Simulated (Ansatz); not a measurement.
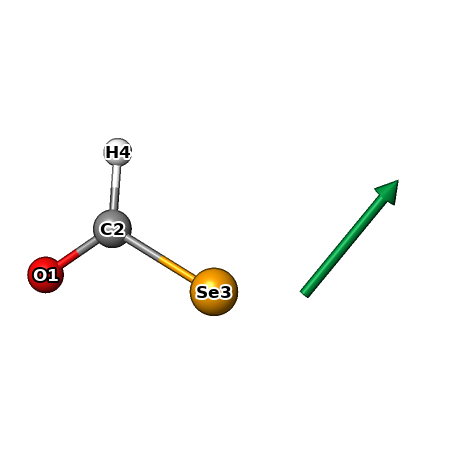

The arrow beside the molecule shows the direction of the dipole moment, from the negative to the positive end (its length means nothing). The species is neutral and a spin doublet. Computed geometry: PBE-D4/def2-SVP optimisation. No frequency run is at hand to confirm it as a minimum. Level of theory: UKS PBE-D4/def2-SVP (Ansatz 0.2.0).

How large is the dipole moment?

1.83 D; it points from the side of O1 to the side of H4 (the outermost atoms at the two ends).
